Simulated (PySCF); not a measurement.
```xyz
20

N    -2.1006   -2.6666   -0.7204
C    -2.4029   -1.4742   -0.4500
C    -1.5329   -0.3085   -0.2587
C    -2.1092    0.9232    0.0558
C    -1.3045    2.0299    0.2481
C     0.0686    1.9270    0.1340
C     0.6677    0.7040   -0.1816
N     2.0362    0.6096   -0.2890
Si    3.0027   -0.7773   -0.6687
C    -0.1503   -0.4043   -0.3786
H    -1.1017   -2.8455   -0.8225
H    -3.4669   -1.2748   -0.3375
H    -3.1820    1.0059    0.1483
H    -1.7470    2.9847    0.4914
H     0.6918    2.7975    0.2886
H     2.5005    1.4876   -0.1129
H     2.6749   -1.2649   -2.0114
H     2.7753   -1.8353    0.3193
H     4.3644   -0.2580   -0.5978
H     0.3106   -1.3493   -0.6275
```

Geometry: GFN2-xTB.

Theory: PySCF 2.14.0, PBE0/pcSseg-1, SCF density, gas phase, non-relativistic.

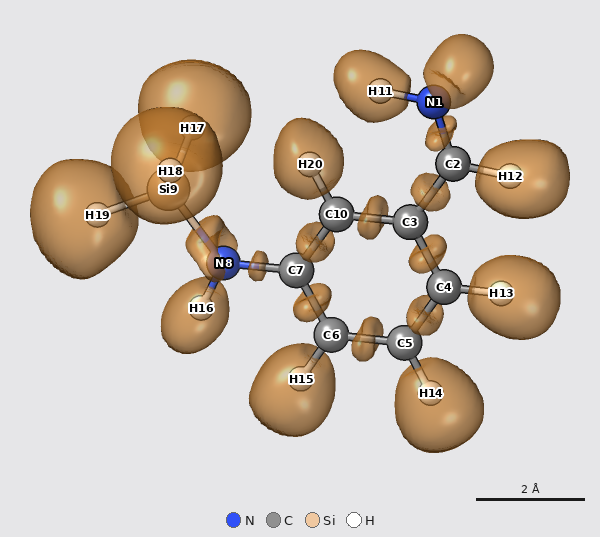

C7H10N2Si (SMILES [H]/N=C\c1cccc(N[SiH3])c1). Isosurface of the electron localisation function at 0.85 (orange), seen at a tilt. Core shells and regions of very low density are left out.

Where are the electrons localised?

Answer. The surface consists of seven regions between bonded C–C atoms (shared pairs), two regions between bonded C–N atoms (shared pairs), one region between bonded N–Si atoms (shared pairs), ten regions around hydrogen nuclei and one lobe on N, pointing away from the bonds (lone pairs). Along the contacts the grid gives the following. C–N (1.26 Å): the ELF peaks at about 0.90 between the atoms; a multiple bond. C–C (1.38 Å): the ELF peaks at about 0.95 between the atoms: a covalent bond.
